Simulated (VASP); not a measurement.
Shape and ions are relaxed at each volume.

Energy against volume of Ru (hcp). These are PBE GGA with D3 dispersion (zero damping), VASP's PBE PAW potentials (set 64) (plane waves; VASP) values and carry that method's errors.

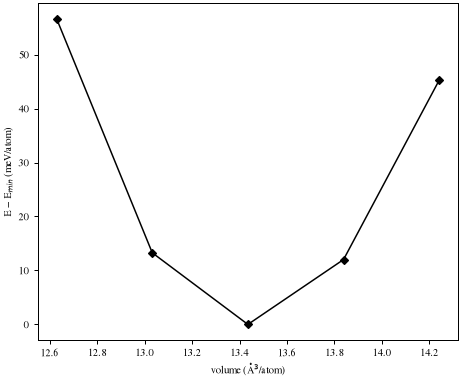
Figure: Energy against volume

Problem. Estimate the equilibrium volume and the bulk modulus.

Solution. The minimum lies near 13.4 Å³/atom, and the curvature gives B0 of about 330 GPa.

Measured: bulk modulus 318 GPa at 0 K (computed value off by +5.2 %), as given by Vázquez-Parga, Fernández-Martínez, Viñes, J. Chem. Theory Comput. (2023), doi:10.1021/acs.jctc.3c00612, Supporting … [zero-point energy and finite temperature contributions removed].

The compound is Ru in the hcp structure. It was relaxed first.
